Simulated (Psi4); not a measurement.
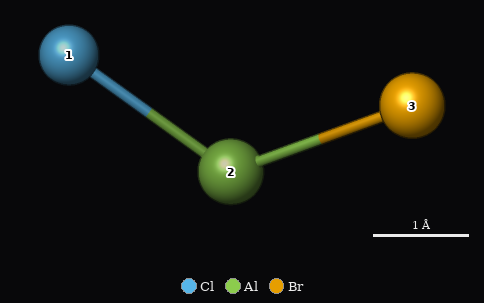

The input geometry (ball-and-stick view, seen at a tilt; atoms are numbered from 1 in the order of the input). Sticks mark near contacts. Bond lengths as drawn: Al–Br 2.27 Å and Al–Cl 2.10 Å.

**AlBrCl: single-point calculation**

The run: single-point calculation of AlBrCl, multiplicity 2, SMILES [Cl][Al][Br]. Method and program: CAM-B3LYP/aug-pcseg-1, UKS (Psi4 1.11).

The geometry comes from this level: PBE0-D4/def2-TZVP.

## Log
```
=> Loading Basis Set <=

    Name: AUG-PCSEG-1
    Role: ORBITAL
    Keyword: BASIS

         ---------------------------------------------------------
                                   SCF
                              UKS Reference
                        1 Threads,   1525 MiB Core
         ---------------------------------------------------------

  ==> Geometry <==

    Molecular point group: c1
    Full point group: Cs

    Geometry (in Angstrom), charge = 0, multiplicity = 2:

       Center              X                  Y                   Z               Mass
    ------------   -----------------  -----------------  -----------------  -----------------
         CL           0.512043416363     2.405501555891     0.000000000000    34.968852682000
         AL          -0.807427871456     0.768729696217    -0.000000000000    26.981538530000
         BR           0.049165701512    -1.328704362520     0.000000000000    78.918337600000

  Running in c1 symmetry.

  Rotational constants: A =      0.65851  B =      0.04696  C =      0.04384 [cm^-1]
  Rotational constants: A =  19741.51678  B =   1407.87342  C =   1314.15405 [MHz]
  Nuclear repulsion =  245.578057614561999

  Charge       = 0
  Multiplicity = 2
  Electrons    = 65
  Nalpha       = 33
  Nbeta        = 32

  ==> Algorithm <==

  SCF Algorithm Type is PK.
  DIIS enabled.
  MOM disabled.
  Fractional occupation disabled.
  Guess Type is SAD.
  Energy threshold   = 1.00e-06
  Density threshold  = 1.00e-06
  Integral threshold = 1.00e-12

  ==> Primary Basis <==

  Basis Set: AUG-PCSEG-1
    Blend: AUG-PCSEG-1
    Number of shells: 36
    Number of basis functions: 90
    Number of Cartesian functions: 97
    Spherical Harmonics?: true
    Max angular momentum: 2

  ==> DFT Potential <==

   => LibXC <=

    Version 7.1.2

   => Composite Functional: CAM-B3LYP <=

    CAM-B3LYP Hyb-GGA Exchange-Correlation Functional

    Deriv               =              1
    GGA                 =           TRUE
    Meta                =          FALSE

    Exchange Hybrid     =           TRUE
    MP2 Hybrid          =          FALSE

   => Exchange Functionals <=

    0.3500         Becke 88 [omega = 0.3300]
    0.4600   Short-range recipe for B88 functional - erf [omega = 0.3300]

   => Exact (HF) Exchange <=

    0.4600            HF,LR [omega = 0.3300]
    0.1900               HF

   => Correlation Functionals <=

    0.1900   Vosko, Wilk & Nusair (VWN5)
    0.8100   Lee, Yang & Parr

   => LibXC Density Thresholds  <==

    XC_HYB_GGA_XC_CAM_B3LYP:  1.00E-14

   => Molecular Quadrature <=

    Radial Scheme          =       TREUTLER
    Pruning Scheme         =           NONE
    Nuclear Scheme         =       TREUTLER

    Blocking Scheme        =         OCTREE
    BS radius alpha        =              1
    Pruning alpha          =              1
    Radial Points          =             99
    Spherical Points       =            590
    Total Points           =         172531
    Total Blocks           =           1493
    Max Points             =            256
    Max Functions          =             89
    Weights Tolerance      =       1.00E-15

  ==> Integral Setup <==

  Using in-core PK algorithm.
   Calculation information:
      Number of atoms:                   3
      Number of AO shells:              36
      Number of primitives:             85
      Number of atomic orbitals:        97
      Number of basis functions:        90

      Integral cutoff                 1.00e-12
      Number of threads:                 1

  Performing in-core PK
  Using 25159680 doubles for integral storage.
  We computed 200325 shell quartets total.
  Whereas there are 222111 unique shell quartets.

  Computing range-separated integrals for PK
  We computed 200325 wK shell quartets total.
  Whereas there are 222111 wK unique shell quartets.

  ==> DiskJK: Disk-Based J/K Matrices <==

    J tasked:                  Yes
    K tasked:                  Yes
    wK tasked:                 Yes
    Omega:               3.300E-01
    Memory [MiB]:              783
    Schwarz Cutoff:          1E-12

  Cached 100.0% of DFT collocation blocks in 0.352 [GiB].

  Minimum eigenvalue in the overlap matrix is 1.3207666084E-03.
  Reciprocal condition number of the overlap matrix is 2.4411662064E-04.
    Using symmetric orthogonalization.

  ==> Pre-Iterations <==

  SCF Guess: Superposition of Atomic Densities via on-the-fly atomic UHF (no occupation information).

   -------------------------
    Irrep   Nso     Nmo
   -------------------------
     A         90      90
   -------------------------
    Total      90      90
   -------------------------

  ==> Iterations <==

                        Total Energy        Delta E     RMS |[F,P]|

   @UKS iter SAD: -3274.99671247827337   -3.27500e+03   0.00000e+00
   @UKS iter   1: -3276.53674903618776   -1.54004e+00   7.25339e-03 ADIIS/DIIS
   @UKS iter   2: -3276.60150825854589   -6.47592e-02   5.28458e-03 ADIIS/DIIS
   @UKS iter   3: -3276.71281502967076   -1.11307e-01   6.32984e-04 ADIIS/DIIS
   @UKS iter   4: -3276.71518817770220   -2.37315e-03   1.16487e-04 ADIIS/DIIS
   @UKS iter   5: -3276.71531223680313   -1.24059e-04   3.15899e-05 DIIS
   @UKS iter   6: -3276.71532707651613   -1.48397e-05   1.08284e-05 DIIS
   @UKS iter   7: -3276.71532893745780   -1.86094e-06   5.00278e-06 DIIS
   @UKS iter   8: -3276.71532927217822   -3.34720e-07   1.14407e-06 DIIS
   @UKS iter   9: -3276.71532929543719   -2.32590e-08   4.72866e-07 DIIS
  Energy and wave function converged.

  ==> Post-Iterations <==

   Electrons on quadrature grid:
      Nalpha   =   32.9999992858 ; deviation = -7.142e-07
      Nbeta    =   31.9999993057 ; deviation = -6.943e-07
      Ntotal   =   64.9999985915 ; deviation = -1.408e-06

   @Spin Contamination Metric:   2.101428288E-03
   @S^2 Expected:                7.500000000E-01
   @S^2 Observed:                7.521014283E-01
   @S   Expected:                5.000000000E-01
   @S   Observed:                5.000000000E-01

    Orbital Energies [Eh]
    ---------------------

    Alpha Occupied:

       1A   -482.802049     2A   -101.581048     3A    -62.490812
       4A    -56.345224     5A    -56.343604     6A    -56.343366
       7A    -56.182242     8A     -9.523199     9A     -8.749895
      10A     -7.289564    11A     -7.284753    12A     -7.284193
      13A     -6.604397    14A     -6.597960    15A     -6.597078
      16A     -4.288884    17A     -2.846019    18A     -2.844036
      19A     -2.842484    20A     -2.723767    21A     -2.722014
      22A     -2.721315    23A     -2.716325    24A     -2.716298
      25A     -0.905808    26A     -0.861366    27A     -0.514537
      28A     -0.446650    29A     -0.415787    30A     -0.414361
      31A     -0.380603    32A     -0.375651    33A     -0.290238

    Alpha Virtual:

      34A     -0.039162    35A      0.012376    36A      0.015660
      37A      0.016676    38A      0.025870    39A      0.052674
      40A      0.065412    41A      0.073169    42A      0.073922
      43A      0.090719    44A      0.096671    45A      0.098288
      46A      0.116180    47A      0.117633    48A      0.125300
      49A      0.126969    50A      0.147765    51A      0.151761
      52A      0.162494    53A      0.191502    54A      0.205759
      55A      0.214974    56A      0.241761    57A      0.245643
      58A      0.245676    59A      0.264914    60A      0.266705
      61A      0.273761    62A      0.283095    63A      0.321667
      64A      0.323683    65A      0.361697    66A      0.447228
      67A      0.465325    68A      0.546248    69A      0.578393
      70A      0.647633    71A      0.660839    72A      0.691358
      73A      0.720814    74A      0.741803    75A      0.751457
      76A      0.764596    77A      0.769065    78A      0.772736
      79A      0.801676    80A      0.833235    81A      0.862212
      82A      0.870031    83A      0.896282    84A      0.957947
      85A      0.969863    86A      0.975359    87A      0.990481
      88A      1.033022    89A      1.205125    90A      1.299145

    Beta Occupied:

       1A   -482.801601     2A   -101.580098     3A    -62.490530
       4A    -56.344345     5A    -56.343420     6A    -56.343085
       7A    -56.178905     8A     -9.522270     9A     -8.749203
      10A     -7.287103    11A     -7.284229    12A     -7.283290
      13A     -6.602822    14A     -6.597631    15A     -6.596567
      16A     -4.283868    17A     -2.842442    18A     -2.839518
      19A     -2.837145    20A     -2.722603    21A     -2.721093
      22A     -2.720286    23A     -2.716004    24A     -2.715968
      25A     -0.900271    26A     -0.855585    27A     -0.499195
      28A     -0.433717    29A     -0.412611    30A     -0.409015
      31A     -0.379217    32A     -0.372580

    Beta Virtual:

      33A     -0.098983    34A     -0.020165    35A      0.014893
      36A      0.017398    37A      0.018434    38A      0.026999
      39A      0.057738    40A      0.072006    41A      0.072608
      42A      0.077350    43A      0.089813    44A      0.096567
      45A      0.097327    46A      0.115995    47A      0.117420
      48A      0.123423    49A      0.126781    50A      0.147713
      51A      0.151732    52A      0.162853    53A      0.199607
      54A      0.207141    55A      0.218734    56A      0.241999
      57A      0.244532    58A      0.247556    59A      0.266107
      60A      0.267972    61A      0.276639    62A      0.282733
      63A      0.337087    64A      0.340410    65A      0.362694
      66A      0.450566    67A      0.471706    68A      0.549459
      69A      0.584454    70A      0.659724    71A      0.675206
      72A      0.701514    73A      0.725497    74A      0.747545
      75A      0.756772    76A      0.768570    77A      0.771406
      78A      0.776066    79A      0.806146    80A      0.837219
      81A      0.865678    82A      0.872301    83A      0.901813
      84A      0.963560    85A      0.971344    86A      0.977948
      87A      0.995400    88A      1.038880    89A      1.209828
      90A      1.304386

    Final Occupation by Irrep:
              A
    DOCC [    32 ]
    SOCC [     1 ]
    NA   [    33 ]
    NB   [    32 ]

  @UKS Final Energy: -3276.71532929543719

   => Energetics <=

    Nuclear Repulsion Energy =            245.5780576145619989
    One-Electron Energy =               -5044.6775267751800129
    Two-Electron Energy =                1629.8029931190039861
    DFT Exchange-Correlation Energy =    -107.4188532538227037
    Empirical Dispersion Energy =           0.0000000000000000
    VV10 Nonlocal Energy =                  0.0000000000000000
    Total Energy =                      -3276.7153292954371864

  UHF NO Occupations:
  HONO-2 :   31  A 1.9998139
  HONO-1 :   32  A 1.9993068
  HONO-0 :   33  A 1.0000000
  LUNO+0 :   34  A 0.0006932
  LUNO+1 :   35  A 0.0001861
  LUNO+2 :   36  A 0.0001359
  LUNO+3 :   37  A 0.0000127

Computation Completed

Properties will be evaluated at   0.000000,   0.000000,   0.000000 [a0]

Properties computed using the SCF density matrix

 Multipole Moments:

 ------------------------------------------------------------------------------------
     Multipole            Electronic (a.u.)      Nuclear  (a.u.)        Total (a.u.)
 ------------------------------------------------------------------------------------

 L = 1.  Multiply by 2.5417464519 to convert [e a0] to [Debye]
 Dipole X            :         -0.4909108           -0.1342172           -0.6251280
 Dipole Y            :         -8.2075720            8.2814598            0.0738879
 Dipole Z            :         -0.0000000           -0.0000000           -0.0000000
 Magnitude           :                                                    0.6294795

 ------------------------------------------------------------------------------------

	total time  =         10 seconds =       0.17 minutes
```

## Standard output
```
total energy -3276.71532930 hartree = -89163.96564 eV
```

This output came from the following input.

## Input (albrcl.py)
```python
import psi4

psi4.set_memory('1600 MB')
psi4.set_num_threads(1)
psi4.core.set_output_file('psi4.out', False)

mol = psi4.geometry("""
0 2
Cl     0.439900     1.761100     0.423900
Al    -0.648100     0.131300    -0.337700
Br     0.197100    -1.957200    -0.099400
symmetry c1
""")

psi4.set_options({
    'basis': 'aug-pcseg-1',
    'reference': 'uks',
    'puream': True,
    'scf_type': 'pk',
    'dft_radial_points': 99,
    'dft_spherical_points': 590,
    'maxiter': 150,
})

E = psi4.energy("CAM-B3LYP", molecule=mol)
print(f'total energy {E:.8f} hartree = {E * 27.211386:.5f} eV')
```

Command:
```bash
python albrcl.py
```

## Key numbers

| quantity | value |
| --- | --- |
| outcome | converged |
| total energy | −3276.715329 hartree |
| basis functions | 90 |
| ⟨S²⟩ | 0.752 |
| dipole moment | 1.60 D |
| hardware | 1 thread of Intel Xeon (Sapphire Rapids), 64 GiB of memory available, shared host |
| wall time | 11 s |
| peak memory | 0.78 GiB |
